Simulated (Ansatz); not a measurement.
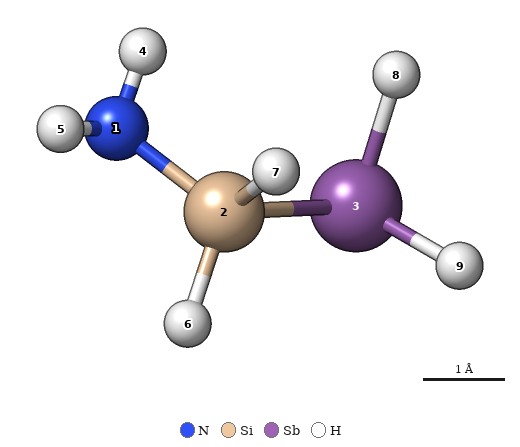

**Figure 1.** The structure as given in the input (ball-and-stick view, seen at a tilt; atoms are numbered from 1 in the order of the input). Sticks mark near contacts. Bond lengths as drawn: H–N 1.01 to 1.08 Å, H–Sb 1.78 to 1.82 Å, H–Si 1.48 to 1.50 Å, N–Si 1.74 Å and Sb–Si 2.52 Å.

# Geometry relaxation of SiSbNH$_{6}$

The run: geometry relaxation of SiSbNH$_{6}$. Method and program: RHF/def2-SVP (Ansatz 0.2.0).

It belongs to a series of runs on one base structure; here: end point A relaxed. Figures and captions count atoms from 1; the log counts them from 0 in places.

Log
```
The last accepted step is kept in [file] (removed where the run ends without a failure and the disk answers)
Engine: ansatz 0.2.0, aarch64-unknown-linux-gnu
Functional definition: HF
  exchange = exact_x
  correlation = 0
1029 factors; integrals over basis functions are off by at most 3.4e-4 eV
mean field evaluation 1: about -15943.3777 eV, gradient 2.8e1 eV
mean field evaluation 2: about -15943.4325 eV, gradient 2.8e1 eV
mean field evaluation 4: about -15945.5990 eV, gradient 2.6e0 eV
mean field evaluation 8: about -15945.6335 eV, gradient 1.1e-1 eV
mean field -15945.63359936 eV, -585.9912264377 hartree, gradient 1.1e-5 eV, S^2 0.000000; 0 other end points of the search recorded, 0 dependent functions left out
the calculation of the forces begins
reference -15945.63359936 eV, -585.9912264377 hartree; 25, 25 occupied and 63, 63 virtual orbitals, 1029 factors
relax step   1: F+E_penalty+E_count = -15945.63359936 eV  Δ(F+E_penalty+E_count) = +0.000e0 eV  max|allowed force component| = 2.106e0 eV/Å  Δτ_max = 0.0000 Å  (33 SCF iters, accepted)
these checks for a lower state are left out or cut short: starts, cluster_reference, orbital_swaps, neighbouring_geometries, increment
1029 factors; integrals over basis functions are off by at most 3.4e-4 eV
mean field evaluation 16: about -15945.6363 eV, gradient 3.1e-3 eV
mean field -15945.63632304 eV, -585.9913265313 hartree, gradient 2.3e-5 eV, S^2 0.000000; 0 other end points of the search recorded, 0 dependent functions left out
the calculation of the forces begins
reference -15945.63632304 eV, -585.9913265313 hartree; 25, 25 occupied and 63, 63 virtual orbitals, 1029 factors
relax step   2: F+E_penalty+E_count = -15945.63632304 eV  Δ(F+E_penalty+E_count) = -2.724e-3 eV  max|allowed force component| = 3.336e0 eV/Å  Δτ_max = 0.1943 Å  (30 SCF iters, accepted)
these checks for a lower state are left out or cut short: starts, cluster_reference, orbital_swaps, neighbouring_geometries, increment
1029 factors; integrals over basis functions are off by at most 3.4e-4 eV
mean field -15945.94846623 eV, -586.0027975817 hartree, gradient 3.0e-5 eV, S^2 0.000000; 0 other end points of the search recorded, 0 dependent functions left out
the calculation of the forces begins
reference -15945.94846623 eV, -586.0027975817 hartree; 25, 25 occupied and 63, 63 virtual orbitals, 1029 factors
relax step   3: F+E_penalty+E_count = -15945.94846623 eV  Δ(F+E_penalty+E_count) = -3.121e-1 eV  max|allowed force component| = 1.014e0 eV/Å  Δτ_max = 0.2000 Å  (30 SCF iters, accepted)
these checks for a lower state are left out or cut short: starts, cluster_reference, orbital_swaps, neighbouring_geometries, increment
1029 factors; integrals over basis functions are off by at most 3.2e-4 eV
mean field evaluation 32: about -15945.9772 eV, gradient 1.2e-5 eV
mean field -15945.97724150 eV, -586.0038550536 hartree, gradient 2.0e-5 eV, S^2 0.000000; 0 other end points of the search recorded, 0 dependent functions left out
the calculation of the forces begins
reference -15945.97724150 eV, -586.0038550536 hartree; 25, 25 occupied and 63, 63 virtual orbitals, 1029 factors
relax step   4: F+E_penalty+E_count = -15945.97724150 eV  Δ(F+E_penalty+E_count) = -2.878e-2 eV  max|allowed force component| = 3.941e-1 eV/Å  Δτ_max = 0.1979 Å  (30 SCF iters, accepted)
these checks for a lower state are left out or cut short: starts, cluster_reference, orbital_swaps, neighbouring_geometries, increment
1029 factors; integrals over basis functions are off by at most 3.1e-4 eV
mean field -15946.01838621 eV, -586.0053670937 hartree, gradient 3.0e-5 eV, S^2 0.000000; 0 other end points of the search recorded, 0 dependent functions left out
the calculation of the forces begins
reference -15946.01838621 eV, -586.0053670937 hartree; 25, 25 occupied and 63, 63 virtual orbitals, 1029 factors
relax step   5: F+E_penalty+E_count = -15946.01838621 eV  Δ(F+E_penalty+E_count) = -4.114e-2 eV  max|allowed force component| = 5.545e-1 eV/Å  Δτ_max = 0.2000 Å  (30 SCF iters, accepted)
these checks for a lower state are left out or cut short: starts, cluster_reference, orbital_swaps, neighbouring_geometries, increment
1029 factors; integrals over basis functions are off by at most 3.3e-4 eV
mean field -15945.97606170 eV, -586.0038116966 hartree, gradient 2.2e-5 eV, S^2 0.000000; 0 other end points of the search recorded, 0 dependent functions left out
the calculation of the forces begins
reference -15945.97606170 eV, -586.0038116966 hartree; 25, 25 occupied and 63, 63 virtual orbitals, 1029 factors
relax step   6: F+E_penalty+E_count = -15945.97606170 eV  Δ(F+E_penalty+E_count) = +4.232e-2 eV  max|allowed force component| = 4.952e-1 eV/Å  Δτ_max = 0.1909 Å  (30 SCF iters, rejected (line search))
these checks for a lower state are left out or cut short: starts, cluster_reference, orbital_swaps, neighbouring_geometries, increment
1029 factors; integrals over basis functions are off by at most 3.2e-4 eV
mean field -15946.02465749 eV, -586.0055975589 hartree, gradient 3.0e-5 eV, S^2 0.000000; 0 other end points of the search recorded, 0 dependent functions left out
the calculation of the forces begins
reference -15946.02465749 eV, -586.0055975589 hartree; 25, 25 occupied and 63, 63 virtual orbitals, 1029 factors
relax step   7: F+E_penalty+E_count = -15946.02465749 eV  Δ(F+E_penalty+E_count) = -6.271e-3 eV  max|allowed force component| = 4.634e-1 eV/Å  Δτ_max = 0.0593 Å  (30 SCF iters, accepted)
these checks for a lower state are left out or cut short: starts, cluster_reference, orbital_swaps, neighbouring_geometries, increment
1029 factors; integrals over basis functions are off by at most 3.2e-4 eV
mean field -15946.03426729 eV, -586.0059507127 hartree, gradient 2.9e-5 eV, S^2 0.000000; 0 other end points of the search recorded, 0 dependent functions left out
the calculation of the forces begins
reference -15946.03426729 eV, -586.0059507127 hartree; 25, 25 occupied and 63, 63 virtual orbitals, 1029 factors
relax step   8: F+E_penalty+E_count = -15946.03426729 eV  Δ(F+E_penalty+E_count) = -9.610e-3 eV  max|allowed force component| = 4.998e-2 eV/Å  Δτ_max = 0.0447 Å  (30 SCF iters, accepted)
these checks for a lower state are left out or cut short: starts, cluster_reference, orbital_swaps, neighbouring_geometries, increment
1029 factors; integrals over basis functions are off by at most 3.2e-4 eV
mean field evaluation 64: about -15946.0350 eV, gradient 6.2e-4 eV
mean field -15946.03502308 eV, -586.0059784876 hartree, gradient 9.4e-6 eV, S^2 0.000000; 0 other end points of the search recorded, 0 dependent functions left out
the calculation of the forces begins
reference -15946.03502308 eV, -586.0059784876 hartree; 25, 25 occupied and 63, 63 virtual orbitals, 1029 factors
relax step   9: F+E_penalty+E_count = -15946.03502308 eV  Δ(F+E_penalty+E_count) = -7.558e-4 eV  max|allowed force component| = 1.937e-2 eV/Å  Δτ_max = 0.0128 Å  (25 SCF iters, accepted)
```

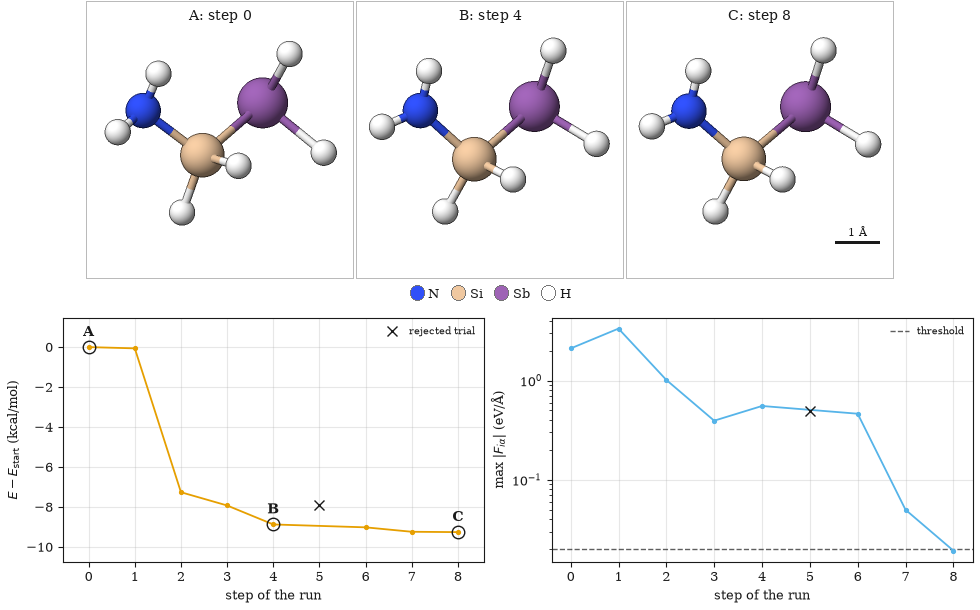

**Figure 2.** Frames of the relaxation (ball-and-stick view, seen at a tilt) above the curves, on which the letters mark them (the first geometry is step 0 here and step 1 in the log).

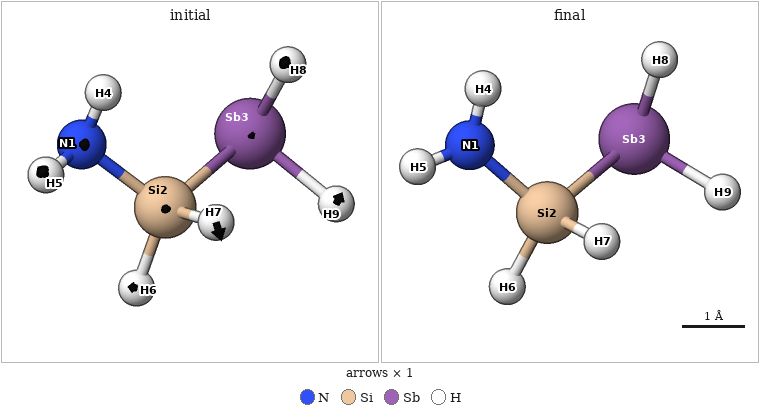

**Figure 3.** Before (left) and after (right) the relaxation, at one scale (ball-and-stick view, seen at a tilt). The black arrows give the displacements, at true length. The energy falls by 9.26 kcal/mol in 8 geometry steps. Largest force component: 2.1 eV/Å at the start, 0.019 eV/Å at the end. The line search rejected the trial step at point 5 (counted from 0) and went back. H7 moves most after the best rigid fit: 0.32 Å. Largest moves by element: H 0.32 Å, N 0.20 Å, Si 0.14 Å, Sb 0.11 Å. Distances before and after: Sb3–H9 1.822 → 1.702 Å, Si2–Sb3 2.516 → 2.599 Å, N1–H5 1.077 → 1.002 Å, Sb3–H8 1.777 → 1.704 Å. Among the angles that change: Si2–N1–H4 109.0° → 121.2°, Si2–N1–H5 108.8° → 120.3°, H4–N1–H5 104.5° → 111.0°. (Atoms are counted from 1 in the order of the input.)

```
1029 factors; integrals over basis functions are off by at most 3.2e-4 eV
mean field -15946.03502308 eV, -586.0059784876 hartree, gradient 9.4e-6 eV, S^2 0.000000; 1 other end points of the search recorded, 0 dependent functions left out
the calculation of the forces begins
reference -15946.03502308 eV, -586.0059784876 hartree; 25, 25 occupied and 63, 63 virtual orbitals, 1029 factors
Total energy: -15946.03502308 eV, -586.0059784876 hartree
Atom 0 at    -0.718737     0.678897    -1.310913 Å, force     0.007739     0.012147    -0.005777 eV/Å
Atom 1 at     0.225506     0.684035     0.136338 Å, force     0.007370     0.010815     0.001456 eV/Å
Atom 2 at    -0.449904    -1.418573     1.506839 Å, force    -0.005650    -0.019367     0.015019 eV/Å
Atom 3 at    -0.699388    -0.100345    -1.939719 Å, force    -0.003448    -0.001958     0.001876 eV/Å
Atom 4 at    -0.894359     1.533476    -1.803946 Å, force     0.000871    -0.001928     0.001189 eV/Å
Atom 5 at    -0.130112     1.903353     0.899342 Å, force    -0.005562    -0.001296    -0.004032 eV/Å
Atom 6 at     1.697991     0.707941    -0.065653 Å, force    -0.002894    -0.004212    -0.005161 eV/Å
Atom 7 at     0.010110    -2.480840     0.256002 Å, force     0.001526     0.001072    -0.000803 eV/Å
Atom 8 at     1.047391    -1.554244     2.304709 Å, force     0.000049     0.004726    -0.003767 eV/Å
Dipole moment:     0.009835     0.155601    -0.332252 e Å
```

Trajectory as extended XYZ (Å, eV, eV/Å), 9 frames, from step=1 to step=9
```
9
Properties=species:S:1:pos:R:3:forces:R:3 step=1 energy=-15945.63360
N    -0.9033    0.7201   -1.2646    1.1121   2.0089  -1.6936
Si    0.1048    0.6204    0.1561    0.5639   0.5978  -0.4269
Sb   -0.5361   -1.4498    1.4340    1.5571  -1.1753   0.5506
H    -0.6898   -0.0610   -1.8762   -0.3634   0.2249   0.0978
H    -0.6196    1.5907   -1.8308   -0.9823  -2.1055   1.3313
H    -0.0648    1.8206    1.0135   -0.0397  -0.0374  -0.1094
H     1.5375    0.5338   -0.2727   -0.0830   0.0749   0.3109
H     0.2613   -2.4644    0.2121   -0.5070   0.4940   0.6588
H     0.9985   -1.3567    2.4116   -1.2578  -0.0823  -0.7194
9
Properties=species:S:1:pos:R:3:forces:R:3 step=2 energy=-15945.63632
N    -0.8908    0.7516   -1.2857    0.8982   0.6440  -0.7509
Si    0.1876    0.6562    0.0928   -0.2084  -0.4350   0.3973
Sb   -0.3978   -1.5548    1.4813   -3.3357   1.1723  -1.4883
H    -0.7318   -0.0075   -1.9360   -0.3114   0.1268   0.1472
H    -0.7558    1.6166   -1.8310   -0.3431  -0.8432   0.6350
H    -0.0370    1.8446    0.9500   -0.0173  -0.0381  -0.0299
H     1.6395    0.6279   -0.2540   -0.1153   0.0267  -0.0245
H     0.2480   -2.5341    0.3457    0.6656  -0.7768  -0.7357
H     0.8265   -1.4468    2.4198    2.7673   0.1233   1.8497
9
Properties=species:S:1:pos:R:3:forces:R:3 step=3 energy=-15945.94847
N    -0.8112    0.7330   -1.3161    0.3117   0.2417  -0.0116
Si    0.1755    0.6535    0.1261   -0.0981  -0.1068  -0.2741
Sb   -0.4559   -1.4693    1.5135   -1.0142   0.3578  -0.3408
H    -0.7267   -0.0386   -1.9570   -0.1023   0.0944   0.0780
H    -0.7490    1.5983   -1.8405   -0.1266  -0.3640   0.2196
H    -0.1058    1.8342    0.9698   -0.0400   0.0778  -0.0218
H     1.6296    0.6648   -0.1865    0.0331  -0.0310   0.1227
H     0.1529   -2.5288    0.3744    0.0508  -0.3642  -0.4780
H     0.9791   -1.4935    2.2992    0.9857   0.0942   0.7061
9
Properties=species:S:1:pos:R:3:forces:R:3 step=4 energy=-15945.97724
N    -0.7816    0.7114   -1.3165    0.2229   0.1353   0.1709
Si    0.1839    0.6595    0.1368    0.0085   0.0033  -0.3941
Sb   -0.4057   -1.4585    1.4970   -0.3025  -0.0906   0.0693
H    -0.7198   -0.0649   -1.9506   -0.0530   0.0544   0.0304
H    -0.7676    1.5755   -1.8360   -0.0873  -0.2003   0.0874
H    -0.1356    1.8454    0.9613   -0.0175   0.0391  -0.0162
H     1.6450    0.6748   -0.1349    0.0393   0.0500   0.0697
H     0.0128   -2.5529    0.2367    0.2313   0.1892   0.3098
H     1.0570   -1.4366    2.3891   -0.0417  -0.1804  -0.3272
9
Properties=species:S:1:pos:R:3:forces:R:3 step=5 energy=-15946.01839
N    -0.7066    0.6469   -1.2964   -0.1998   0.5545  -0.4336
Si    0.2422    0.6851    0.1377   -0.0277  -0.1987   0.1566
Sb   -0.4746   -1.4075    1.4977    0.1221   0.0400   0.0861
H    -0.6614   -0.1030   -1.9617    0.0107   0.0987   0.0971
H    -0.9359    1.5258   -1.7401    0.0571  -0.4375   0.0479
H    -0.1253    1.9116    0.8820    0.0077   0.0157  -0.0127
H     1.7117    0.7050   -0.0687    0.0359   0.0039   0.0173
H     0.0053   -2.4732    0.2637   -0.0303  -0.0317  -0.0982
H     1.0331   -1.5370    2.2687    0.0243  -0.0449   0.1397
9
Properties=species:S:1:pos:R:3:forces:R:3 step=6 energy=-15945.97606 accepted=F
N    -0.7235    0.7046   -1.3319    0.0876  -0.4283  -0.0110
Si    0.2110    0.6917    0.1208    0.2769   0.4353   0.0984
Sb   -0.3861   -1.3885    1.5446   -0.4952  -0.3378  -0.0064
H    -0.6977   -0.0898   -1.9420   -0.0592   0.0282  -0.0655
H    -0.9119    1.5439   -1.8470    0.0549   0.0207   0.1511
H    -0.1572    1.9281    0.8454   -0.0077  -0.0061   0.1177
H     1.6884    0.7174   -0.0318    0.0198   0.0394  -0.1642
H    -0.0052   -2.4514    0.2685   -0.0319  -0.0164   0.0003
H     1.0707   -1.7024    2.3564    0.1548   0.2649  -0.1204
9
Properties=species:S:1:pos:R:3:forces:R:3 step=7 energy=-15946.02466
N    -0.7176    0.6695   -1.3059    0.0184   0.0303  -0.0259
Si    0.2371    0.6824    0.1388    0.2922   0.2565  -0.0970
Sb   -0.4582   -1.4145    1.4998    0.0479  -0.0275   0.0378
H    -0.6936   -0.1051   -1.9426    0.0120   0.0375   0.0675
H    -0.9159    1.5239   -1.7932    0.0260  -0.0446   0.0469
H    -0.1324    1.9096    0.9074    0.0809  -0.1955  -0.1314
H     1.7315    0.7292   -0.0911   -0.4634  -0.0436   0.1176
H     0.0107   -2.4735    0.2508    0.0005  -0.0168  -0.0067
H     1.0269   -1.5678    2.3190   -0.0146   0.0036  -0.0088
9
Properties=species:S:1:pos:R:3:forces:R:3 step=8 energy=-15946.03427
N    -0.7184    0.6758   -1.3084    0.0007  -0.0027  -0.0082
Si    0.2266    0.6857    0.1381    0.0077   0.0336  -0.0333
Sb   -0.4474   -1.4176    1.5046   -0.0434  -0.0293   0.0409
H    -0.6961   -0.1023   -1.9384   -0.0034  -0.0039   0.0024
H    -0.8982    1.5301   -1.7999   -0.0027   0.0088  -0.0065
H    -0.1256    1.9112    0.8904   -0.0346   0.0006   0.0314
H     1.6962    0.7186   -0.0657    0.0500  -0.0264  -0.0112
H     0.0071   -2.4817    0.2541    0.0079   0.0066  -0.0100
H     1.0443   -1.5661    2.3082    0.0179   0.0126  -0.0055
9
Properties=species:S:1:pos:R:3:forces:R:3 step=9 energy=-15946.03502
N    -0.7187    0.6789   -1.3109    0.0077   0.0121  -0.0058
Si    0.2255    0.6840    0.1363    0.0074   0.0108   0.0015
Sb   -0.4499   -1.4186    1.5068   -0.0056  -0.0194   0.0150
H    -0.6994   -0.1003   -1.9397   -0.0034  -0.0020   0.0019
H    -0.8944    1.5335   -1.8039    0.0009  -0.0019   0.0012
H    -0.1301    1.9034    0.8993   -0.0056  -0.0013  -0.0040
H     1.6980    0.7079   -0.0657   -0.0029  -0.0042  -0.0052
H     0.0101   -2.4808    0.2560    0.0015   0.0011  -0.0008
H     1.0474   -1.5542    2.3047    0.0000   0.0047  -0.0038
```

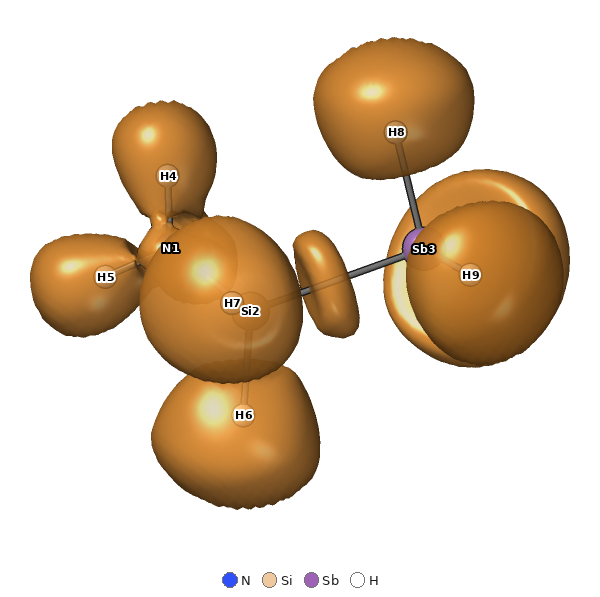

**Figure 4.** Isosurface of the ELF at 0.8 (orange), seen at a tilt. Core shells and regions of very low density are left out. Along the contacts the grid gives the following. Si–Sb (2.60 Å): the ELF peaks at about 1 between the atoms, which marks a shared electron pair.

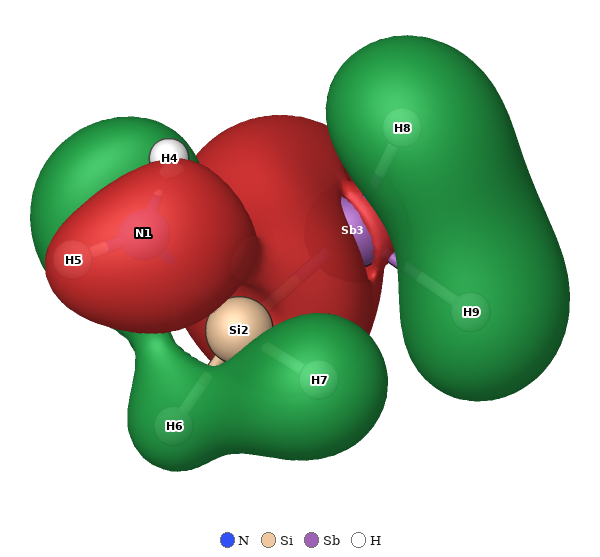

**Figure 5.** One frontier orbital at ±0.06 Å⁻³ᐟ² (green and red are the two phases), seen at a tilt. The HOMO−1, at −10.57 eV. Its weight (Hirshfeld) is mainly on Sb3 (40 %), N1 (20 %), Si2 (15 %), H9 (10 %) and H8 (10 %).

The run was set up as follows.

Input
```yaml
crystal:
  periodic: [false, false, false]
  atoms:
    - { symbol: "N", position_ang: [-0.9033, 0.7201, -1.2646] }
    - { symbol: Si, position_ang: [0.1048, 0.6204, 0.1561] }
    - { symbol: Sb, position_ang: [-0.5361, -1.4498, 1.434] }
    - { symbol: H, position_ang: [-0.6898, -0.061, -1.8762] }
    - { symbol: H, position_ang: [-0.6196, 1.5907, -1.8308] }
    - { symbol: H, position_ang: [-0.0648, 1.8206, 1.0135] }
    - { symbol: H, position_ang: [1.5375, 0.5338, -0.2727] }
    - { symbol: H, position_ang: [0.2613, -2.4644, 0.2121] }
    - { symbol: H, position_ang: [0.9985, -1.3567, 2.4116] }
basis:
  gaussian: { orbitals: def2-SVP }
hamiltonian:
  xc: hf
relax:
  f_tol: 0.02
  max_steps: 50
output:
  orbitals: {}
```

Launch command:
```bash
ansatz run input.yaml --threads 1 --pin off --max-ram 2048MiB --backend cpu --events-out ev --progress --plain --runs-dir out
```

Summary

```tsv
quantity	value
outcome	converged
total energy	−15946.0350 eV
mean-field energy	−15946.0350 eV
largest force (length of the vector) at the end	0.025 eV/Å
hardware	1 thread of Arm Neoverse V1, 24 GiB of memory available, shared host
wall time	21 s
peak memory	0.17 GiB
```
